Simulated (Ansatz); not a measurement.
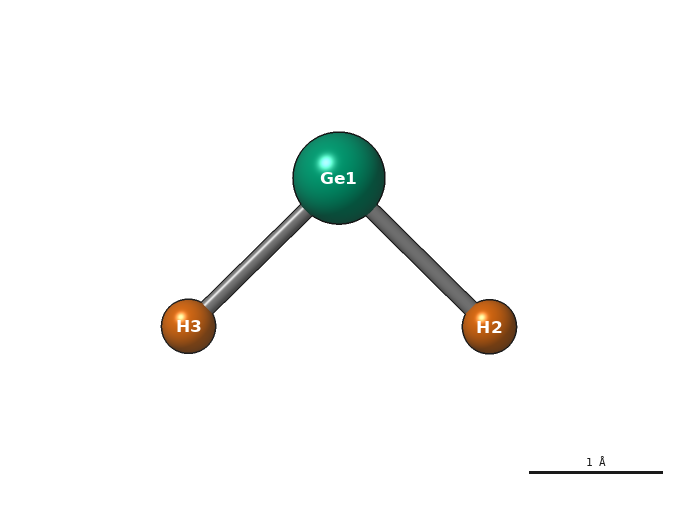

The atoms are numbered. The computed structure is the end point of a PBE0-D4/def2-TZVP optimisation.

Give these bond angles: H2–Ge1–H3.

```json
{"angle": "H2–Ge1–H3", "degrees": "90.6"}
```
